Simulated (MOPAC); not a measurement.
## Frequency calculation of C2H8OSn (part 2 of 3)

The same run, continued: C2H8OSn, SMILES [CH3][SnH]([CH3])[OH]; PM6-D3H4X, closed shell, dispersion D3H4X (MOPAC 23.2.5). The geometry was optimised with PM6-D3H4X.

Geometry of the input (Å):
```
C  -0.6425  1.0668  -1.4174
Sn -0.5198  -0.1009  0.3803
C  1.5278  -0.2330  1.0125
O  -0.9983  -1.9713  -0.1935
H  -1.3289  0.5512  -2.1093
H  -1.0286  2.0671  -1.1753
H  0.3582  1.1424  -1.8680
H  -1.6351  0.2744  1.5769
H  1.6676  0.3703  1.9208
H  1.7483  -1.2927  1.2230
H  2.1796  0.1337  0.2059
H  -0.5132  -2.3888  -0.8624
```

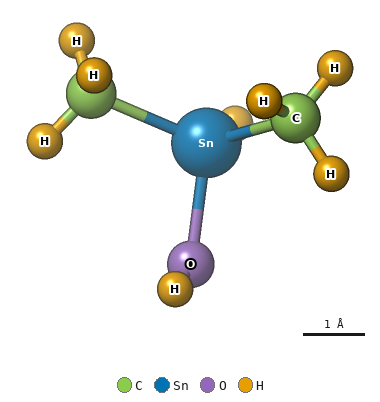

*The input geometry (ball-and-stick view, seen at a tilt). Sticks mark near contacts.*

Log, continued
```
           1   -0.0321   -0.0319    0.0005   -0.0011   -0.0027    0.0019   -0.0007    0.0011
           2    0.0006    0.0006   -0.0213   -0.0251   -0.0127    0.0037    0.0004    0.0004
           3   -0.0019   -0.0007   -0.0132   -0.0038    0.0209   -0.0255    0.0005   -0.0002
           4   -0.0007   -0.0003    0.0000   -0.0001   -0.0000    0.0000   -0.0001   -0.0034
           5   -0.0005    0.0005    0.0000    0.0002   -0.0000   -0.0001    0.0001    0.0049
           6    0.0000   -0.0000    0.0000    0.0000    0.0000    0.0002   -0.0006   -0.0051
           7   -0.0101    0.0100   -0.0200    0.0240   -0.0129   -0.0038   -0.0000   -0.0008
           8   -0.0306    0.0302    0.0075   -0.0073    0.0017   -0.0006    0.0007   -0.0009
           9    0.0016   -0.0008    0.0131   -0.0037   -0.0210   -0.0255    0.0006   -0.0002
          10    0.0005    0.0001   -0.0003    0.0002    0.0001   -0.0003   -0.0124   -0.0006
          11    0.0002   -0.0002   -0.0003   -0.0001    0.0000    0.0004    0.0177    0.0008
          12    0.0001   -0.0004    0.0000   -0.0000    0.0000   -0.0004   -0.0471   -0.0012
          13    0.1490    0.1439    0.0655    0.0592   -0.0017    0.0293    0.0012   -0.0030
          14   -0.0462   -0.0430    0.0160    0.0744    0.1499   -0.1344   -0.0043   -0.0029
          15   -0.0206   -0.0220   -0.0525   -0.1101   -0.1533    0.1221   -0.0025   -0.0031
          16    0.1400    0.1401   -0.0203    0.0138    0.0726   -0.0697   -0.0007   -0.0025
          17   -0.0137   -0.0170    0.2073    0.2114    0.0581    0.0283   -0.0008   -0.0007
          18    0.0458    0.0460    0.0434    0.0581    0.0442   -0.0227    0.0024    0.0033
          19    0.1504    0.1558   -0.0497   -0.0543   -0.0342    0.0164   -0.0004   -0.0044
          20    0.0535    0.0535    0.0286    0.0041   -0.0565    0.0664    0.0048    0.0039
          21   -0.0023   -0.0084    0.1651    0.0941   -0.1387    0.1958   -0.0004   -0.0015
          22   -0.0010    0.0005   -0.0018    0.0001   -0.0035    0.0006   -0.0073    0.4103
          23   -0.0006   -0.0006   -0.0013   -0.0003   -0.0025   -0.0010    0.0101   -0.5810
          24    0.0001    0.0026    0.0000   -0.0004    0.0000   -0.0010   -0.0126    0.6151
          25    0.0335   -0.0304    0.1889   -0.2040    0.0795   -0.0035    0.0010    0.0014
          26    0.1372   -0.1375   -0.0877    0.0569    0.0494    0.0750    0.0003    0.0021
          27   -0.0457    0.0453   -0.0432    0.0577   -0.0441   -0.0224    0.0026    0.0033
          28    0.0058   -0.0071    0.0368   -0.0890    0.1409    0.1167    0.0039    0.0037
          29    0.1560   -0.1497    0.0563   -0.0312   -0.0518   -0.0725   -0.0027    0.0018
          30    0.0209   -0.0226    0.0528   -0.1097    0.1541    0.1219   -0.0023   -0.0031
          31    0.1005   -0.1020    0.0110    0.0138   -0.0653   -0.0682   -0.0042   -0.0022
          32    0.1244   -0.1290   -0.0560    0.0524   -0.0140    0.0062    0.0019    0.0055
          33    0.0025   -0.0091   -0.1653    0.0947    0.1386    0.1954   -0.0003   -0.0015
          34   -0.0017   -0.0018    0.0010   -0.0005   -0.0022    0.0033    0.2222    0.0061
          35   -0.0015    0.0023    0.0006    0.0008   -0.0017   -0.0047   -0.3160   -0.0087
          36    0.0000   -0.0011    0.0000    0.0008    0.0000   -0.0041    0.8159    0.0132

   Root No.      25        26        27        28        29        30

                11 A"     15 A'     12 A"     16 A'     13 A"     17 A'

                2694.4    2695.1    2703.1    2705.7    2875.2    2878.7

           1    0.0002   -0.0002   -0.0002   -0.0003   -0.0090    0.0100
           2   -0.0146    0.0136   -0.0211   -0.0218    0.0006   -0.0008
           3   -0.0208    0.0224    0.0149    0.0134    0.0005    0.0007
           4   -0.0000    0.0000   -0.0000    0.0000   -0.0002    0.0002
           5   -0.0000    0.0000   -0.0000   -0.0001   -0.0002   -0.0002
           6    0.0000    0.0001    0.0000    0.0000   -0.0000   -0.0000
           7   -0.0140   -0.0128   -0.0201    0.0205   -0.0025   -0.0024
           8    0.0051    0.0047    0.0068   -0.0069   -0.0094   -0.0090
           9    0.0210    0.0218   -0.0151    0.0136    0.0001    0.0001
          10   -0.0001    0.0000   -0.0001    0.0001   -0.0005   -0.0005
          11   -0.0001   -0.0001   -0.0001    0.0000    0.0003    0.0003
          12    0.0000    0.0002    0.0000   -0.0000   -0.0003    0.0001
          13    0.0769   -0.0778    0.0165    0.0211    0.0386   -0.0415
          14    0.1657   -0.1692    0.0222    0.0327    0.1057   -0.1121
          15    0.1547   -0.1558    0.0489    0.0576    0.1017   -0.1069
          16   -0.0528    0.0579    0.0644    0.0603    0.0440   -0.0462
          17   -0.0498    0.0525    0.0303    0.0271    0.0367   -0.0393
          18    0.1371   -0.1508   -0.1753   -0.1655   -0.1446    0.1550
          19   -0.0250    0.0206   -0.0782   -0.0775    0.0458   -0.0499
          20    0.0605   -0.0498    0.2066    0.2059   -0.1505    0.1621
          21   -0.0377    0.0351   -0.0548   -0.0559    0.0459   -0.0476
          22    0.0000   -0.0002   -0.0003    0.0000    0.0017   -0.0021
          23    0.0001    0.0006   -0.0001   -0.0001    0.0009    0.0032
          24    0.0000    0.0002    0.0001   -0.0000   -0.0005   -0.0030
          25   -0.0652   -0.0674    0.0496   -0.0452    0.0528    0.0485
          26   -0.0335   -0.0361    0.0506   -0.0474    0.0307    0.0284
          27   -0.1397   -0.1489    0.1762   -0.1649    0.1563    0.1436
          28    0.1853    0.1826    0.0265   -0.0379    0.1210    0.1112
          29    0.0182    0.0175    0.0083   -0.0091    0.0020    0.0020
          30   -0.1567   -0.1529   -0.0489    0.0575   -0.1085   -0.0998
          31    0.0494    0.0390    0.1694   -0.1678   -0.1362   -0.1269
          32   -0.0444   -0.0354   -0.1429    0.1410    0.1004    0.0939
          33    0.0382    0.0344    0.0550   -0.0557   -0.0482   -0.0449
          34    0.0007   -0.0004    0.0001   -0.0002   -0.0005   -0.0015
          35    0.0004    0.0004   -0.0000    0.0005    0.0006    0.0014
          36    0.0000   -0.0009    0.0000   -0.0004   -0.0003   -0.0037

           MASS-WEIGHTED COORDINATE ANALYSIS (NORMAL COORDINATES)

   Root No.       1         2         3         4         5         6         7         8

                 1 A"      1 A'      2 A"      2 A'      3 A'      3 A"      4 A'      5 A'

                 -92.5     -78.4     142.6     146.4     162.9     191.6     432.5     552.0

           1   -0.0099    0.0089   -0.0558    0.0355    0.0450    0.0483    0.0034   -0.0600
           2    0.0024    0.0433    0.0874    0.5191    0.1600   -0.0774   -0.0117   -0.0167
           3   -0.0764    0.0499    0.3008    0.1411   -0.3695   -0.1382   -0.0213    0.0152
           4   -0.0012    0.0465   -0.1945    0.1451    0.1565    0.1271    0.0899    0.0638
           5   -0.0009   -0.0656   -0.1378   -0.2042   -0.2221    0.0901   -0.1262   -0.0893
           6   -0.0001   -0.0088   -0.0004   -0.1317    0.3726    0.0003   -0.2888   -0.0715
           7   -0.0011   -0.0440    0.0648   -0.5020   -0.1649   -0.0574    0.0094    0.0346
           8   -0.0104    0.0059   -0.0809    0.1384    0.0113    0.0710   -0.0069    0.0514
           9    0.0766    0.0500   -0.3010    0.1396   -0.3698    0.1380   -0.0201    0.0149
          10    0.0310   -0.0792    0.3891    0.1273   -0.2614   -0.4844   -0.2733   -0.0229
          11    0.0222    0.1122    0.2755   -0.1801    0.3695   -0.3433    0.3846    0.0327
          12   -0.0001   -0.0797    0.0009    0.0402   -0.1687   -0.0010    0.8035   -0.0786
          13    0.0076   -0.0078   -0.0669   -0.0949    0.0500    0.0711   -0.0079   -0.0804
          14   -0.2782   -0.2585    0.0107    0.2131    0.0854   -0.0452    0.0014    0.0036
          15    0.2633    0.3015    0.1256    0.0285   -0.1655   -0.0481   -0.0036    0.0326
          16   -0.0240   -0.0054    0.0256    0.0143   -0.0890   -0.0149    0.0117    0.0485
          17    0.3969    0.4090    0.0664    0.1621    0.0300   -0.0222   -0.0014    0.0014
          18    0.0690    0.1104    0.1129    0.0453   -0.1501   -0.0521   -0.0033    0.0316
          19    0.0037    0.0163   -0.0090    0.1048    0.0788   -0.0043    0.0094   -0.0177
          20   -0.1124   -0.0943    0.0234    0.1982    0.0702   -0.0398    0.0003    0.0017
          21   -0.4104   -0.3630    0.0712    0.0842   -0.1100   -0.0723   -0.0001    0.0327
          22   -0.0145    0.0149   -0.0305    0.0114    0.0202    0.0215   -0.0133   -0.3575
          23   -0.0103   -0.0210   -0.0215   -0.0160   -0.0286    0.0153    0.0186    0.5023
          24   -0.0001   -0.0229   -0.0000   -0.0096    0.0189    0.0001    0.0162    0.7196
          25    0.3673   -0.3839    0.0715   -0.1577    0.0016   -0.0260   -0.0029   -0.0177
          26   -0.1544    0.1403    0.0024    0.0402    0.0942   -0.0068   -0.0115   -0.0451
          27   -0.0683    0.1095   -0.1128    0.0448   -0.1499    0.0520   -0.0029    0.0312
          28   -0.2596    0.2452   -0.0117   -0.1698   -0.0967   -0.0192    0.0013    0.0228
          29    0.1001   -0.0788   -0.0664    0.1602   -0.0185    0.0819    0.0081    0.0772
          30   -0.2642    0.3017   -0.1258    0.0282   -0.1658    0.0482   -0.0031    0.0326
          31   -0.1061    0.0845    0.0193   -0.2221   -0.0920   -0.0391   -0.0035    0.0037
          32    0.0400   -0.0459   -0.0161   -0.0333   -0.0509    0.0090   -0.0088    0.0171
          33    0.4109   -0.3622   -0.0713    0.0834   -0.1103    0.0722    0.0001    0.0326
          34   -0.0466   -0.0314    0.5314    0.0431   -0.1163    0.5931    0.0743   -0.1146
          35   -0.0330    0.0444    0.3764   -0.0609    0.1641    0.4202   -0.1047    0.1614
          36   -0.0001   -0.0073    0.0012   -0.0044    0.0143    0.0013    0.0726    0.0727

   Root No.       9        10        11        12        13        14        15        16

                 4 A"      6 A'      5 A"      6 A"      7 A"      7 A'      8 A'      9 A'

                 559.9     582.4     600.7     798.2     811.5     823.2     836.1     858.4

           1    0.1716    0.6227    0.5779   -0.0101    0.0092    0.0150    0.0232    0.0222
           2    0.0169    0.0244   -0.0067    0.1259   -0.2098   -0.0273   -0.2497   -0.0729
           3   -0.0216    0.0055    0.0086    0.2098    0.1284   -0.2360    0.0005    0.0839
           4   -0.1831   -0.1430   -0.2637   -0.0274    0.0523   -0.0110   -0.0494   -0.0275
           5   -0.1299    0.2018   -0.1866   -0.0189    0.0363    0.0169    0.0713    0.0390
           6   -0.0005   -0.0156   -0.0004    0.0002   -0.0004    0.0694    0.0342   -0.1250
           7    0.0728   -0.2309    0.1852    0.1161   -0.1947    0.0150    0.2270    0.0626
           8    0.1562   -0.5788    0.5476   -0.0508    0.0784   -0.0199   -0.1039   -0.0458
           9    0.0226    0.0047   -0.0078   -0.2110   -0.1260   -0.2371   -0.0038    0.0836
          10    0.0250   -0.0165   -0.0049    0.0329   -0.0093    0.0314   -0.0367    0.1162
          11    0.0182    0.0249   -0.0043    0.0220   -0.0044   -0.0422    0.0481   -0.1657
          12   -0.0002    0.0107    0.0004    0.0008   -0.0012    0.0649   -0.0566    0.1714
          13    0.0055    0.1696    0.1524    0.4961   -0.1192   -0.3647   -0.3565    0.0257
          14    0.0415   -0.0053   -0.0188   -0.0657    0.0898    0.0167    0.1053    0.0206
          15   -0.0283    0.0046    0.0112   -0.1012   -0.0519    0.1017    0.0071   -0.0305
          16   -0.0373    0.1640    0.1638   -0.3620   -0.3613    0.4521   -0.1238   -0.2109
          17    0.0494   -0.0007   -0.0105   -0.0576    0.0891    0.0045    0.0953    0.0270
          18   -0.0254    0.0029    0.0097   -0.1094   -0.0746    0.1175   -0.0097   -0.0494
          19    0.1550    0.1295    0.1092   -0.1407    0.4819   -0.0760    0.4631    0.1828
          20    0.0477   -0.0038   -0.0149   -0.0634    0.1117    0.0041    0.1157    0.0375
          21   -0.0306   -0.0015    0.0024   -0.0829   -0.0486    0.0816   -0.0055   -0.0246
          22    0.7386   -0.0560   -0.2594    0.0107   -0.1691    0.0683   -0.0124    0.0461
          23    0.5234    0.0788   -0.1837    0.0078   -0.1200   -0.0953    0.0183   -0.0649
          24    0.0017    0.0809   -0.0004    0.0002   -0.0005   -0.1304    0.0203   -0.1004
          25    0.0343   -0.0543    0.0443   -0.1750   -0.0350   -0.1562   -0.0483    0.0452
          26   -0.0517   -0.1548    0.1582   -0.3226   -0.3698   -0.4251    0.1488    0.2078
          27    0.0255    0.0028   -0.0095    0.1079    0.0739    0.1160   -0.0112   -0.0489
          28    0.0409   -0.0516    0.0329    0.1024    0.0445    0.1030    0.0182   -0.0274
          29   -0.0085   -0.1614    0.1500    0.4899   -0.1438    0.3500    0.3707   -0.0177
          30    0.0285    0.0045   -0.0109    0.1023    0.0517    0.1025    0.0060   -0.0308
          31    0.0963   -0.0398    0.0222   -0.1068    0.2652    0.0198   -0.2626   -0.0954
          32    0.1304   -0.1234    0.1079   -0.1122    0.4178    0.0744   -0.3979   -0.1600
          33    0.0314   -0.0016   -0.0026    0.0818    0.0511    0.0817   -0.0082   -0.0253
          34    0.0097    0.0036   -0.0181   -0.0246    0.0030   -0.1550    0.1414   -0.4236
          35    0.0071   -0.0046   -0.0131   -0.0179    0.0026    0.2184   -0.2006    0.5964
          36    0.0000   -0.0007    0.0000    0.0000   -0.0003    0.1507   -0.1333    0.4054

   Root No.      17        18        19        20        21        22        23        24

                 8 A"     10 A'      9 A"     11 A'     10 A"     12 A'     13 A'     14 A'

                1306.0    1314.0    1341.7    1346.2    1347.0    1351.9    2431.5    2528.9

           1   -0.2696   -0.2679    0.0043   -0.0088   -0.0222    0.0152   -0.0027    0.0042
           2    0.0054    0.0047   -0.1727   -0.2053   -0.1043    0.0300    0.0014    0.0015
           3   -0.0158   -0.0062   -0.1070   -0.0315    0.1723   -0.2067    0.0017   -0.0006
           4   -0.0183   -0.0089    0.0011   -0.0033   -0.0005    0.0007   -0.0011   -0.0395
           5   -0.0125    0.0131    0.0009    0.0042   -0.0002   -0.0014    0.0013    0.0559
           6    0.0003   -0.0012    0.0001    0.0010    0.0001    0.0062   -0.0067   -0.0588
           7   -0.0846    0.0842   -0.1619    0.1969   -0.1059   -0.0306   -0.0001   -0.0028
           8   -0.2564    0.2541    0.0612   -0.0599    0.0143   -0.0048    0.0028   -0.0035
           9    0.0132   -0.0070    0.1060   -0.0302   -0.1734   -0.2063    0.0024   -0.0007
          10    0.0053    0.0007   -0.0029    0.0015    0.0009   -0.0031   -0.0531   -0.0024
          11    0.0019   -0.0023   -0.0026   -0.0012    0.0001    0.0036    0.0760    0.0034
          12    0.0009   -0.0041    0.0003   -0.0000    0.0003   -0.0035   -0.2027   -0.0051
          13    0.3620    0.3504    0.1539    0.1406   -0.0041    0.0687    0.0013   -0.0031
          14   -0.1123   -0.1048    0.0377    0.1765    0.3580   -0.3153   -0.0047   -0.0030
          15   -0.0502   -0.0535   -0.1234   -0.2612   -0.3661    0.2864   -0.0028   -0.0033
          16    0.3403    0.3412   -0.0477    0.0329    0.1734   -0.1636   -0.0008   -0.0026
          17   -0.0333   -0.0415    0.4870    0.5016    0.1387    0.0664   -0.0008   -0.0007
          18    0.1113    0.1120    0.1021    0.1379    0.1056   -0.0532    0.0026    0.0035
          19    0.3654    0.3796   -0.1166   -0.1289   -0.0817    0.0384   -0.0004   -0.0047
          20    0.1300    0.1304    0.0673    0.0097   -0.1350    0.1558    0.0051    0.0041
          21   -0.0057   -0.0205    0.3879    0.2232   -0.3313    0.4593   -0.0005   -0.0015
          22   -0.0025    0.0013   -0.0043    0.0002   -0.0084    0.0014   -0.0079    0.4345
          23   -0.0014   -0.0015   -0.0029   -0.0006   -0.0059   -0.0022    0.0109   -0.6152
          24    0.0003    0.0064    0.0001   -0.0009    0.0001   -0.0023   -0.0136    0.6512
          25    0.0815   -0.0740    0.4438   -0.4840    0.1898   -0.0083    0.0011    0.0015
          26    0.3334   -0.3351   -0.2061    0.1351    0.1179    0.1759    0.0003    0.0022
          27   -0.1110    0.1104   -0.1014    0.1369   -0.1054   -0.0526    0.0028    0.0035
          28    0.0141   -0.0174    0.0864   -0.2112    0.3365    0.2737    0.0042    0.0039
          29    0.3790   -0.3646    0.1323   -0.0740   -0.1236   -0.1702   -0.0029    0.0019
          30    0.0507   -0.0549    0.1239   -0.2604    0.3681    0.2861   -0.0025   -0.0033
          31    0.2442   -0.2485    0.0259    0.0328   -0.1559   -0.1600   -0.0045   -0.0023
          32    0.3022   -0.3143   -0.1316    0.1243   -0.0333    0.0146    0.0021    0.0058
          33    0.0061   -0.0223   -0.3882    0.2247    0.3309    0.4583   -0.0003   -0.0016
          34   -0.0041   -0.0043    0.0023   -0.0011   -0.0053    0.0077    0.2399    0.0065
          35   -0.0036    0.0056    0.0014    0.0019   -0.0040   -0.0109   -0.3411   -0.0092
          36    0.0001   -0.0027    0.0000    0.0020    0.0000   -0.0097    0.8808    0.0140

   Root No.      25        26        27        28        29        30

                11 A"     15 A'     12 A"     16 A'     13 A"     17 A'

                2694.4    2695.1    2703.1    2705.7    2875.2    2878.7

           1    0.0017   -0.0015   -0.0019   -0.0023   -0.0769    0.0864
           2   -0.1149    0.1054   -0.1639   -0.1723    0.0054   -0.0072
           3   -0.1634    0.1741    0.1159    0.1058    0.0047    0.0061
           4   -0.0007    0.0000   -0.0010    0.0010   -0.0053    0.0058
           5   -0.0004    0.0007   -0.0005   -0.0018   -0.0059   -0.0061
           6    0.0001    0.0021    0.0001    0.0012   -0.0011   -0.0010
           7   -0.1100   -0.0996   -0.1555    0.1616   -0.0214   -0.0206
           8    0.0400    0.0362    0.0530   -0.0548   -0.0810   -0.0776
           9    0.1655    0.1698   -0.1174    0.1074    0.0009    0.0010
          10   -0.0010    0.0003   -0.0006    0.0010   -0.0049   -0.0048
          11   -0.0011   -0.0006   -0.0011    0.0004    0.0025    0.0026
          12    0.0002    0.0014    0.0003   -0.0001   -0.0029    0.0011
          13    0.1752   -0.1753    0.0370    0.0483    0.0961   -0.1037
          14    0.3775   -0.3812    0.0498    0.0747    0.2628   -0.2805
          15    0.3524   -0.3510    0.1098    0.1317    0.2530   -0.2674
          16   -0.1203    0.1305    0.1445    0.1379    0.1095   -0.1156
          17   -0.1135    0.1183    0.0681    0.0620    0.0912   -0.0984
          18    0.3123   -0.3398   -0.3937   -0.3786   -0.3596    0.3878
          19   -0.0570    0.0463   -0.1758   -0.1773    0.1140   -0.1248
          20    0.1378   -0.1121    0.4641    0.4709   -0.3741    0.4054
          21   -0.0858    0.0790   -0.1230   -0.1278    0.1142   -0.1191
          22    0.0001   -0.0005   -0.0006    0.0000    0.0043   -0.0051
          23    0.0001    0.0013   -0.0003   -0.0002    0.0023    0.0080
          24    0.0001    0.0004    0.0001   -0.0001   -0.0013   -0.0075
          25   -0.1486   -0.1518    0.1114   -0.1033    0.1314    0.1214
          26   -0.0764   -0.0814    0.1136   -0.1085    0.0762    0.0710
          27   -0.3184   -0.3354    0.3958   -0.3772    0.3887    0.3593
          28    0.4222    0.4113    0.0596   -0.0866    0.3010    0.2782
          29    0.0415    0.0394    0.0186   -0.0207    0.0051    0.0050
          30   -0.3570   -0.3445   -0.1099    0.1316   -0.2698   -0.2496
          31    0.1124    0.0879    0.3805   -0.3839   -0.3387   -0.3174
          32   -0.1011   -0.0797   -0.3210    0.3224    0.2496    0.2349
          33    0.0870    0.0775    0.1235   -0.1273   -0.1200   -0.1123
          34    0.0016   -0.0008    0.0003   -0.0005   -0.0012   -0.0037
          35    0.0010    0.0008   -0.0000    0.0013    0.0015    0.0036
          36    0.0000   -0.0019    0.0001   -0.0010   -0.0007   -0.0092

          DESCRIPTION OF VIBRATIONS
```
